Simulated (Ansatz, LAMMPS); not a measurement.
# Aqueous Cs+ and OH-, 1.9 mol of salt per kg of water, from a frame at 300 K (93 atoms): geometry optimisation, part 2 of 3

Aim: bring aqueous Cs+ and OH-, 1.9 mol of salt per kg of water, from a frame at 300 K (93 atoms) to a nearby minimum of the energy and see what moves.

Ansatz 0.2.0; Kohn-Sham DFT, PBE+D4, PAW (set soft_2), plane waves.

The cell: 31 O, 61 H and 1 Cs. The network of contacts between molecules at the start is that of the classical potential that made the cell. The density was typed from a rule of thumb and may lie off the real one at this temperature. Only the Γ point is sampled, in a cell whose shortest periodic width is 10 Å. No spin–orbit coupling is included.

So far. Step 3 (Single point at the start): The r.m.s. force component of 0.55 eV/Å and the pressure of -2.1 GPa set the starting point.

**4. Relaxation**

The atoms are relaxed in the fixed cell, aiming at the force tolerance of the input.

File input.yaml:

```yaml
crystal:
  lattice:
    - [9.76803, 0.0, 0.0]
    - [0.0, 9.76803, 0.0]
    - [0.0, 0.0, 9.76803]
  atoms:
    [... the 93 atom lines of step 3 ...]
kpoints:
  mp_grid: { grid: [1, 1, 1] }
hamiltonian:
  xc: pbe
  dispersion: d4
scf:
  occupations: { method: fixed }
output:
  forces: true
relax:
  f_tol: 0.05
  max_steps: 200
```

Launch:

```bash
> ansatz run input.yaml --threads 4 --pin off --max-ram 8192MiB --backend cpu --events-out ev --progress --plain --runs-dir out
```

Numbers of over 12 decimals in the logs are rounded to 6 here.

The program printed:

```text
[...]
Crystal: 93 atoms, lattice volume = 932.011 Å³
Basis set: ecut = 420 eV, 18277 PW (Γ), exchange–correlation on 144×144×144 points (8 copies of the dense FFT grid, shifted against one another)
Bands: 221, of which v1, the nominal top of the filled ones, is band 128 counted from 1 (127 counted from 0)
Symmetry: 1 space group operations
[...]
k-points: 1
[...]
SCF iter   1: F=—  HF=-24245.583321 eV  |F-HF|=—  |Δ(HF+E_count)|=         —  Δρ=3.58e-3  dr2=1.51e-1  ethr=1.77e-3  ⟨swp⟩=5.0  Hψ=716  notcnv=0  defer=90
[...]
SCF iter   3: F=—  HF=-24245.496792 eV  |F-HF|=—  |Δ(HF+E_count)|=   1.91e-2  Δρ=7.26e-4  dr2=8.51e-3  ethr=1.23e-5  ⟨swp⟩=3.0  Hψ=264  notcnv=0  defer=33
automatic band count: iteration 3 solves 163 bands in place of 221: the levels show a gap, and the empty bands left out lie too high to hold charge; the band table lists the bands solved (type scf.n_extra_bands for more)
SCF iter   4: F=—  HF=-24245.493315 eV  |F-HF|=—  |Δ(HF+E_count)|=   3.48e-3  Δρ=2.48e-4  dr2=5.96e-4  ethr=3.33e-6  ⟨swp⟩=3.0  Hψ=267  notcnv=0  defer=33
[...]
SCF iter   6: F=-24245.493283 eV  HF=-24245.493286 eV  |F-HF|=2.71e-6  |Δ(HF+E_count)|=   4.86e-5  Δρ=4.17e-5  dr2=1.36e-5  ethr=2.44e-8  ⟨swp⟩=3.0  Hψ=593  notcnv=0
SCF 1 converged in 6 iterations: F = -24245.493283 eV  dr2 = 1.36e-5
[...]
relax step   1: F+E_penalty+E_count = -24245.49328307 eV  Δ(F+E_penalty+E_count) = +0.000e0 eV  max|allowed force component| = 2.129e0 eV/Å  Δτ_max = 0.0000 Å  (6 SCF iters, dr2 threshold 6.25e-5 eV, accepted)
[... from here on, the SCF cycles and remarks between the steps are left out ...]
relax step   2: F+E_penalty+E_count = -24248.12081073 eV  Δ(F+E_penalty+E_count) = -2.628e0 eV  max|allowed force component| = 1.542e0 eV/Å  Δτ_max = 0.2000 Å  (7 SCF iters, dr2 threshold 1.00e-4 eV, accepted)
relax step   3: F+E_penalty+E_count = -24249.03822594 eV  Δ(F+E_penalty+E_count) = -9.174e-1 eV  max|allowed force component| = 1.482e0 eV/Å  Δτ_max = 0.1955 Å  (7 SCF iters, dr2 threshold 1.00e-4 eV, accepted)
relax step   4: F+E_penalty+E_count = -24249.61582046 eV  Δ(F+E_penalty+E_count) = -5.776e-1 eV  max|allowed force component| = 1.285e0 eV/Å  Δτ_max = 0.2000 Å  (6 SCF iters, dr2 threshold 1.00e-4 eV, accepted)
relax step   5: F+E_penalty+E_count = -24250.19254757 eV  Δ(F+E_penalty+E_count) = -5.767e-1 eV  max|allowed force component| = 1.342e0 eV/Å  Δτ_max = 0.1958 Å  (6 SCF iters, dr2 threshold 1.00e-4 eV, accepted)
relax step   6: F+E_penalty+E_count = -24250.44428624 eV  Δ(F+E_penalty+E_count) = -2.517e-1 eV  max|allowed force component| = 8.660e-1 eV/Å  Δτ_max = 0.1947 Å  (6 SCF iters, dr2 threshold 1.00e-4 eV, accepted)
relax step   7: F+E_penalty+E_count = -24250.61242857 eV  Δ(F+E_penalty+E_count) = -1.681e-1 eV  max|allowed force component| = 5.069e-1 eV/Å  Δτ_max = 0.1936 Å  (6 SCF iters, dr2 threshold 1.00e-4 eV, accepted)
relax step   8: F+E_penalty+E_count = -24250.72891172 eV  Δ(F+E_penalty+E_count) = -1.165e-1 eV  max|allowed force component| = 3.674e-1 eV/Å  Δτ_max = 0.2000 Å  (6 SCF iters, dr2 threshold 8.80e-5 eV, accepted)
relax step   9: F+E_penalty+E_count = -24250.85140696 eV  Δ(F+E_penalty+E_count) = -1.225e-1 eV  max|allowed force component| = 3.290e-1 eV/Å  Δτ_max = 0.1958 Å  (6 SCF iters, dr2 threshold 4.63e-5 eV, accepted)
relax step  10: F+E_penalty+E_count = -24250.99168859 eV  Δ(F+E_penalty+E_count) = -1.403e-1 eV  max|allowed force component| = 5.012e-1 eV/Å  Δτ_max = 0.1995 Å  (6 SCF iters, dr2 threshold 5.69e-5 eV, accepted)
relax step  11: F+E_penalty+E_count = -24251.08653913 eV  Δ(F+E_penalty+E_count) = -9.485e-2 eV  max|allowed force component| = 4.189e-1 eV/Å  Δτ_max = 0.1945 Å  (6 SCF iters, dr2 threshold 1.00e-4 eV, accepted)
relax step  12: F+E_penalty+E_count = -24251.15064732 eV  Δ(F+E_penalty+E_count) = -6.411e-2 eV  max|allowed force component| = 3.574e-1 eV/Å  Δτ_max = 0.1956 Å  (6 SCF iters, dr2 threshold 1.00e-4 eV, accepted)
relax step  13: F+E_penalty+E_count = -24251.20289439 eV  Δ(F+E_penalty+E_count) = -5.225e-2 eV  max|allowed force component| = 1.261e-1 eV/Å  Δτ_max = 0.2000 Å  (6 SCF iters, dr2 threshold 8.92e-5 eV, accepted)
relax step  14: F+E_penalty+E_count = -24251.21938120 eV  Δ(F+E_penalty+E_count) = -1.649e-2 eV  max|allowed force component| = 1.118e-1 eV/Å  Δτ_max = 0.1021 Å  (9 SCF iters, accepted)
relax step  15: F+E_penalty+E_count = -24251.22635576 eV  Δ(F+E_penalty+E_count) = -6.975e-3 eV  max|allowed force component| = 9.481e-2 eV/Å  Δτ_max = 0.0435 Å  (7 SCF iters, accepted)
relax step  16: F+E_penalty+E_count = -24251.22926020 eV  Δ(F+E_penalty+E_count) = -2.904e-3 eV  max|allowed force component| = 4.057e-2 eV/Å  Δτ_max = 0.0251 Å  (5 SCF iters, dr2 threshold 6.46e-6 eV, accepted)
relax step  17: F+E_penalty+E_count = -24251.22926098 eV  Δ(F+E_penalty+E_count) = -7.805e-7 eV  max|allowed force component| = 4.061e-2 eV/Å  Δτ_max = 0.0000 Å  (4 SCF iters, accepted)
SCF converged after 4 iterations
Free energy (F): -24251.229261 eV
[...]
Internal energy: -24251.229261 eV  (E = F + TS)
E sigma→0 (E₀):  -24251.229261 eV
Fermi energy:    -2.112959 eV
[...]
--- Forces (eV/Å), atoms counted from 1 ---
  atom   1  O      0.00094204    -0.00742690    -0.00646634
  atom   2  H     -0.00282853     0.00135123     0.00446529
  atom   3  H     -0.00186962     0.00466031    -0.00076299
  atom   4  O      0.00012351     0.00577734     0.00089634
  atom   5  H     -0.00164561    -0.00428922    -0.00045665
  atom   6  H     -0.00037689     0.00059177    -0.00512138
  atom   7  O     -0.01745944     0.01123382     0.02909661
  atom   8  H      0.00748771    -0.03610794    -0.03901420
  atom   9  H      0.02061623     0.01239096    -0.01324335
  atom  10  O     -0.00936428     0.00687477     0.00178407
  atom  11  H      0.00917164    -0.00485829     0.00399377
  atom  12  H      0.00337464    -0.00630241    -0.00222977
  atom  13  O      0.00653704    -0.00334975     0.00625650
  atom  14  H     -0.00113486     0.00092571    -0.00509517
[...]
atom  92  H      0.01784587    -0.01903137     0.02430745
  atom  93  Cs    -0.00268415    -0.00169713    -0.00254990
  max |Σ_I F_I| component: 5.06e-5 eV/Å
--- Relaxed structure (17 steps of the walk, 17 accepted, 0 SCFs on fresh bases) ---
  F+E_penalty+E_count = -24251.22926098 eV   max|allowed force component| = 4.061e-2 eV/Å
  atoms:
    - { symbol: O, position: [0.041453, 0.601575, 0.918345] }
    - { symbol: H, position: [0.044919, 0.500015, 0.926230] }
    - { symbol: H, position: [0.119955, 0.626602, 0.855927] }
    - { symbol: O, position: [0.506761, 0.299518, 0.394445] }
[...]
- { symbol: Cs, position: [0.637846, 1.001115, 0.444092] }
```

Elapsed: 82 s, on 4 threads of Intel Xeon Platinum 8488C (Sapphire Rapids), shared host; peak memory 1 GiB; 5 min of CPU time.

The program notes that the dispersion model switches parameters near this geometry.

Step by step:

```csv
step,energy less that of the first step (eV),largest force component (eV/Å)
1,0.0000,2.1290
2,-2.6275,1.5421
3,-3.5449,1.4819
4,-4.1225,1.2847
5,-4.6993,1.3417
6,-4.9510,0.8660
7,-5.1191,0.5069
8,-5.2356,0.3674
9,-5.3581,0.3290
10,-5.4984,0.5012
11,-5.5933,0.4189
12,-5.6574,0.3574
13,-5.7096,0.1261
14,-5.7261,0.1118
15,-5.7331,0.0948
16,-5.7360,0.0406
17,-5.7360,0.0406
```

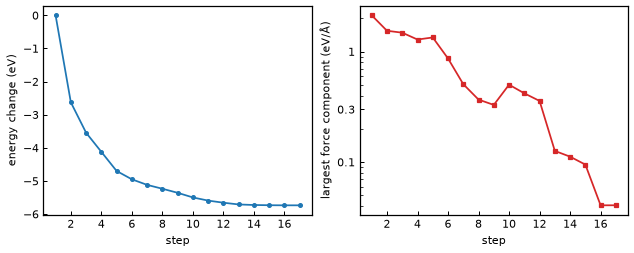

Energy and largest force along the relaxation.

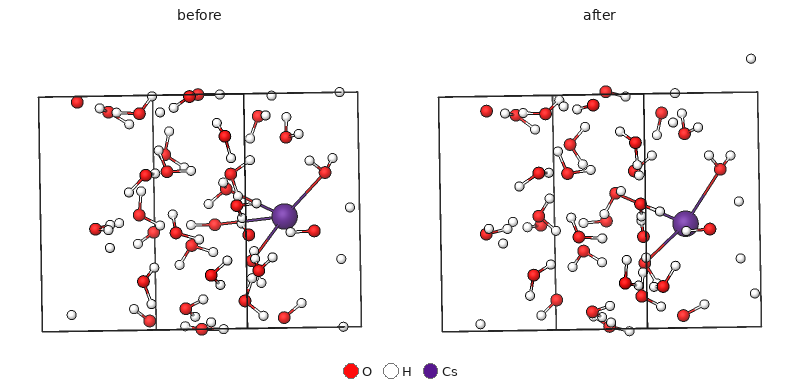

The structure before and after the relaxation, drawn at the same scale. Bonds to atoms that aren't drawn are left out.

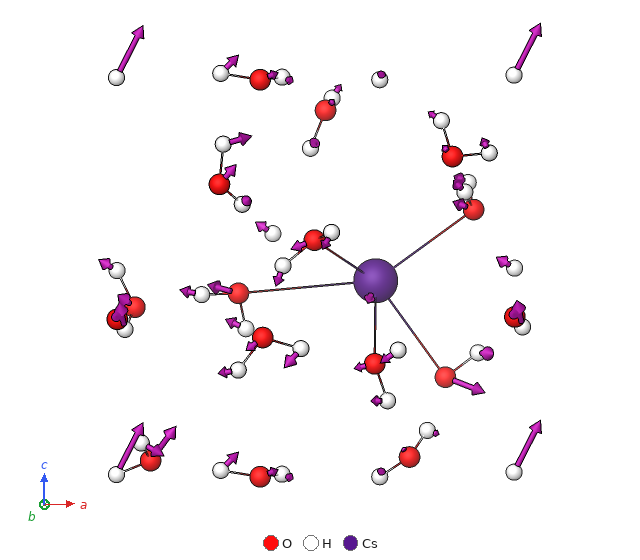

Displacements in the relaxation, scaled; the longest in the cell stands for 1.55 Å. Drawn is a slice 4 Å thick, seen along the normal of the ac plane. Bonds to atoms that aren't drawn are left out.

The atoms that moved most (Å):

```csv
atom,dx,dy,dz,length
H20,0.683,-0.197,1.380,1.552
H45,0.190,-0.476,-1.168,1.275
H32,1.093,-0.393,-0.042,1.162
O19,0.584,-0.418,0.867,1.125
O31,0.924,-0.467,-0.340,1.090
H41,-0.953,-0.116,0.361,1.025
H11,0.300,-0.420,0.861,1.004
H77,0.719,-0.582,-0.309,0.975
```

The relaxation changed the energy by -61.7 meV/atom, and atoms moved by 0.56 Å r.m.s., 1.6 Å at most.

**5. Local order after relaxation**

Density 1.23 g/cm³, 10.02 Å³ an atom.

g(r), total and by pair (bins of 0.2 Å):

```csv
r (Å),total,H-H,H-O,H-Cs,O-O,O-Cs,Cs-Cs
0.90,4.24,0.00,9.70,0.00,0.00,0.00,0.00
1.10,1.14,0.00,2.62,0.00,0.00,0.00,0.00
1.30,0.00,0.00,0.00,0.00,0.00,0.00,0.00
1.50,0.77,1.69,0.08,0.00,0.00,0.00,0.00
1.70,1.37,0.68,2.47,0.00,0.00,0.00,0.00
1.90,0.44,0.06,0.95,0.00,0.00,0.00,0.00
2.10,0.65,1.42,0.09,0.00,0.00,0.00,0.00
2.30,0.92,2.09,0.04,0.00,0.00,0.00,0.00
2.50,0.51,1.09,0.06,0.00,0.12,0.00,0.00
2.70,0.81,0.55,0.11,0.00,4.72,0.00,0.00
2.90,0.67,0.42,0.87,0.00,0.94,0.00,0.00
3.10,1.19,0.89,1.72,0.00,0.24,3.71,0.00
3.30,1.19,0.63,1.81,2.27,0.56,4.37,0.00
3.50,1.02,0.86,1.15,2.94,1.00,0.00,0.00
3.70,1.25,1.46,1.15,2.22,0.73,1.77,0.00
3.90,1.08,1.29,0.88,2.02,0.96,0.76,0.00
4.10,1.02,1.16,0.93,0.73,0.92,0.00,0.00
4.30,0.97,0.94,0.96,0.33,1.29,0.67,0.00
4.50,1.01,1.02,0.88,1.19,1.48,1.19,0.00
4.70,0.92,0.93,0.83,0.56,1.19,1.62,0.00
```

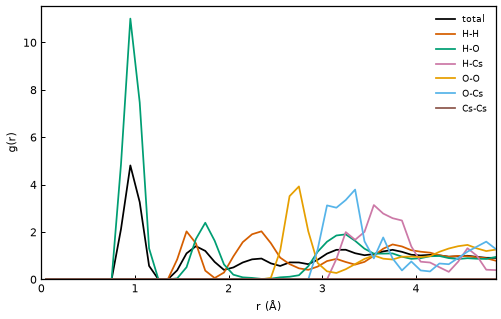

Pair distribution functions, lightly smoothed.

(Continued in part 3 of 3.)

[Logs are printed without paths, hosts, clocks, repeated set-up lines and the standing remarks that a program may print on its own settings, such as how far it seeks lower states.]

[Hosts, paths, dates, database ids (printed as entryN), source tags and the programs' standing remarks are cut or masked in the printed files.]
